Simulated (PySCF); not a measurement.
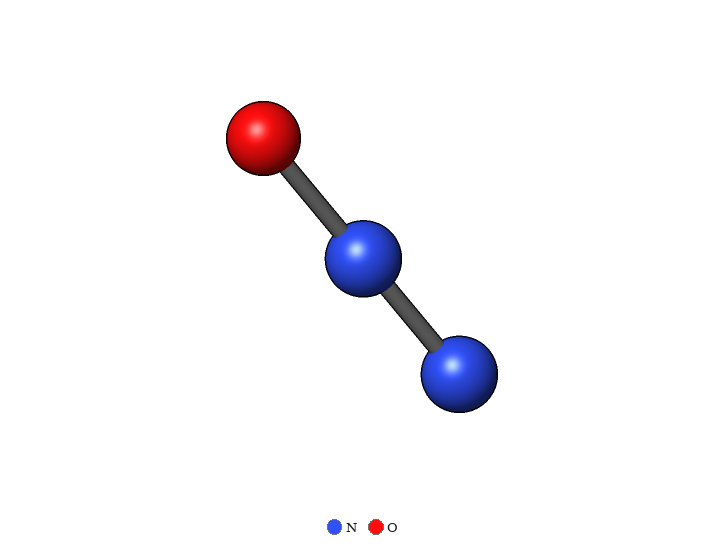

Computed geometry: PBE0-D3(BJ)/def2-SVP optimisation. No frequency run is at hand to confirm it as a minimum.

> Count the atoms of each element.

N₂O, 3 atoms: 2 nitrogen and 1 oxygen.

> Give a SMILES string for it.

N#[N+][O-]

> Which point group does it belong to?

C∞v.

> How many bonds of each kind are drawn?

1 N–N, 1 N–O.

More results for the same structure follow; atom numbers are the same in all pictures, views and colours differ.

## Electronic properties

No frequency run is at hand to confirm it as a minimum. Level of theory: PBE0/aug-cc-pVDZ, gas phase (PySCF 2.14.0).

Predict the main results.

- dipole moment: 0.00 D
- HOMO energy (Kohn–Sham orbital): −9.84 eV
- LUMO energy (Kohn–Sham orbital): −0.37 eV
- HOMO–LUMO gap: 9.46 eV

## NMR shielding

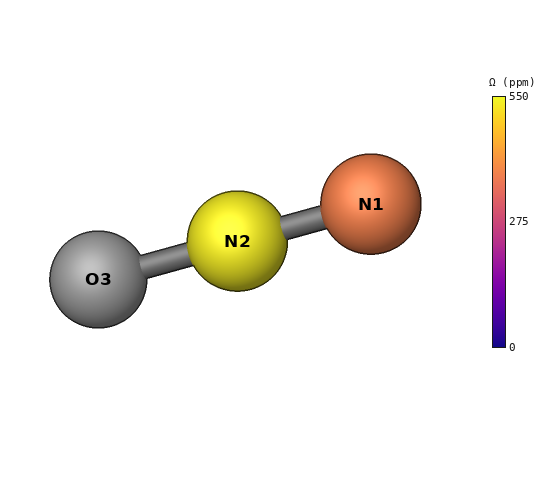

The N atoms are coloured by the span of their shielding tensor. No frequency run is at hand to confirm it as a minimum. Properties computed with GIAO PBE0/IGLO-III NMR shielding, non-relativistic, gas phase (PySCF 2.14.0). Principal shieldings σ11 ≤ σ22 ≤ σ33, span Ω = σ33 − σ11, skew κ = 3(σiso − σ22)/Ω.

> Which N atom has the most anisotropic shielding?

N2, with a span of 535 ppm.

Give the shielding tensors of the N atoms.

| atom | σ11 | σ22 | σ33 | σiso | Ω | κ |
| --- | --- | --- | --- | --- | --- | --- |
| N1 | −36.2 | −36.2 | 343.9 | 90.5 | 380.0 | 1.00 |
| N2 | −182.1 | −182.1 | 352.5 | −3.9 | 534.6 | 1.00 |

Shieldings and span in ppm.

## Spin–spin coupling

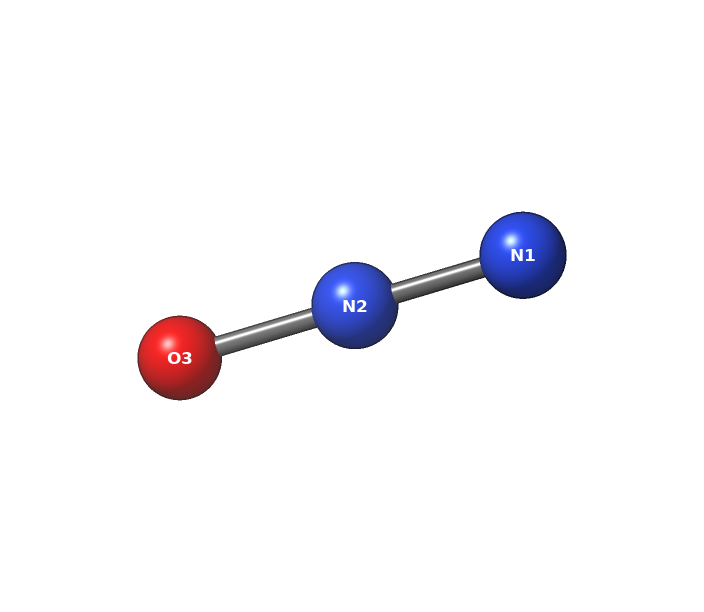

No frequency run is at hand to confirm it as a minimum. Level of theory: KT2/pcJ-1 indirect spin-spin coupling, non-relativistic, gas phase (PySCF 2.14.0). Isotopes: 15N, 17O.

Give the spin–spin coupling constants of these pairs, with the number of bonds between them: N1/N2, N2/O3, N1/O3.

| pair | bonds apart | J (Hz) |
| --- | --- | --- |
| N1, N2 | 1 | −13.8 |
| N2, O3 | 1 | −54.7 |
| N1, O3 | 2 | 2.4 |

## Charges

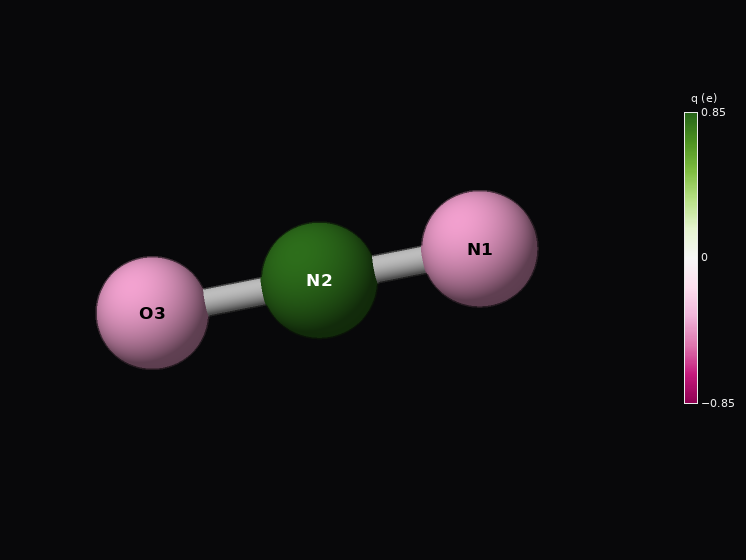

Atoms are coloured by their ESP-fitted charges. No frequency run is at hand to confirm it as a minimum. Properties computed with PBE0/pcSseg-0, gas phase (PySCF 2.14.0).

List the ESP-fitted charges.

```json
{"atom": "N1", "value (e)": "−0.41"}
{"atom": "N2", "value (e)": "0.83"}
{"atom": "O3", "value (e)": "−0.41"}
```
